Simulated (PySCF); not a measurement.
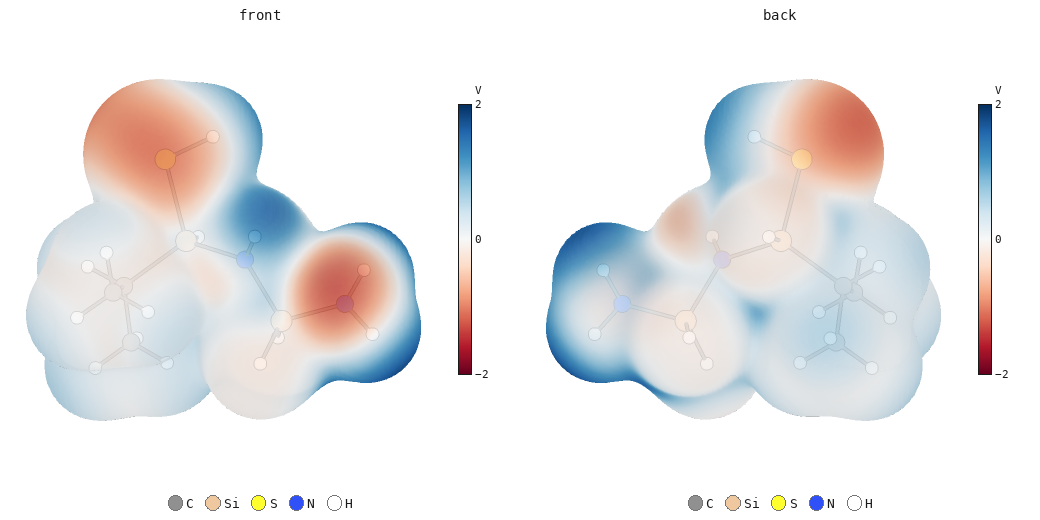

*C3H14N2SSi2. The molecular electrostatic potential painted on the density surface at 0.002 e/bohr³, seen from the front and from behind; red is negative and blue positive.*

Geometry: GFN2-xTB.

The calculation used PBE0/pcSseg-1, SCF density, gas phase, non-relativistic in PySCF.

```xyz
22

C    -1.7712   -0.3241   -1.4447
C    -1.8099    0.2645   -0.0393
C    -1.9719   -0.8478    0.9960
Si   -0.2510    1.3047    0.2933
S    -0.5774    2.3319    2.1667
N     1.2027    0.4023    0.4756
Si    1.9810   -0.6500   -0.6683
N     3.5901   -0.7713   -0.0698
H    -1.7046    0.4620   -2.1933
H    -2.6680   -0.9106   -1.6409
H    -0.9051   -0.9733   -1.5569
H    -2.6884    0.9155    0.0294
H    -2.0373   -0.4336    2.0002
H    -1.1227   -1.5280    0.9570
H    -2.8786   -1.4207    0.8039
H    -0.0545    2.3292   -0.7343
H     0.5899    2.9520    2.1804
H     1.5350    0.2856    1.4208
H     1.4624   -2.0198   -0.6480
H     1.7687   -0.0158   -1.9723
H     4.2205   -1.4108   -0.5238
H     4.0799    0.0772    0.1673
```

> Describe the electrostatic potential map.

The most negative region (about −1.2 V) lies over S5 and N8, the most positive (about +1.7 V) over H21 and H22.

> How polar is the molecule by this calculation?

Its dipole moment is 2.58 D.
